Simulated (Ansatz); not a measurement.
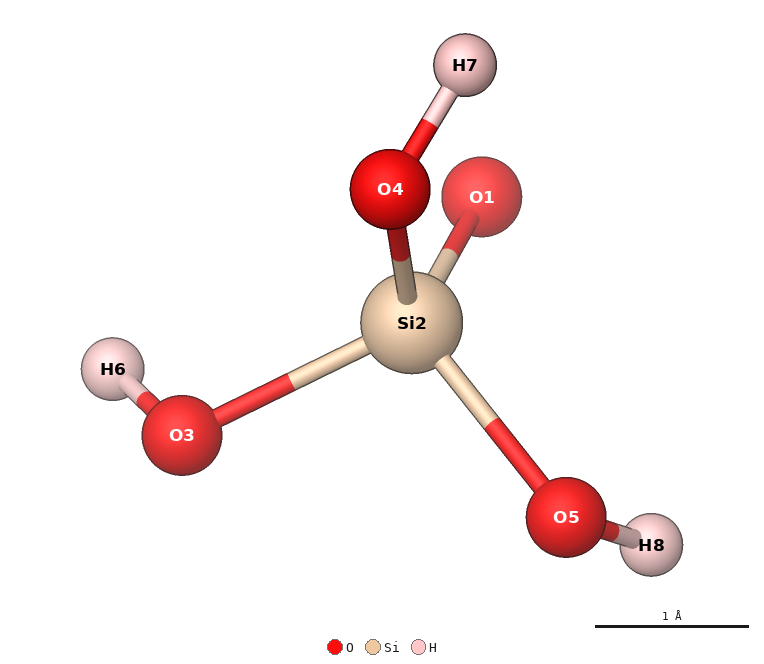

Orthographic view. Depth is shown by fading: the farther an atom, the more it takes the colour of the background. State: charge −1, singlet. The computed structure is the end point of a PBE0-D4/def2-TZVPD optimisation. No frequency run is at hand to confirm it as a minimum.

Write a MOL file (V2000) with the atoms in numerical order, bonds sorted by atom number with the orders drawn, and coordinates in the frame of the picture: x right, y up, z towards the viewer, origin at the mean position.

```
H3O4Si
                    3D

  8  7  0  0  0  0  0  0  0  0999 V2000
    0.4900    0.8700   -1.3100 O   0  0  0  0  0  0  0  0  0  0  0  0
    0.0300    0.0500   -0.0700 Si  0  0  0  0  0  4  0  0  0  0  0  0
   -1.4800   -0.6900   -0.2200 O   0  0  0  0  0  0  0  0  0  0  0  0
   -0.1100    0.9200    1.3600 O   0  0  0  0  0  0  0  0  0  0  0  0
    1.0400   -1.2300    0.3500 O   0  0  0  0  0  0  0  0  0  0  0  0
   -1.9300   -0.2600   -0.9500 H   0  0  0  0  0  0  0  0  0  0  0  0
    0.3800    1.7400    1.2400 H   0  0  0  0  0  0  0  0  0  0  0  0
    1.6000   -1.4100   -0.4000 H   0  0  0  0  0  0  0  0  0  0  0  0
  1  2  1  0
  2  3  1  0
  2  4  1  0
  2  5  1  0
  3  6  1  0
  4  7  1  0
  5  8  1  0
M  CHG  1   1  -1
M  END
```
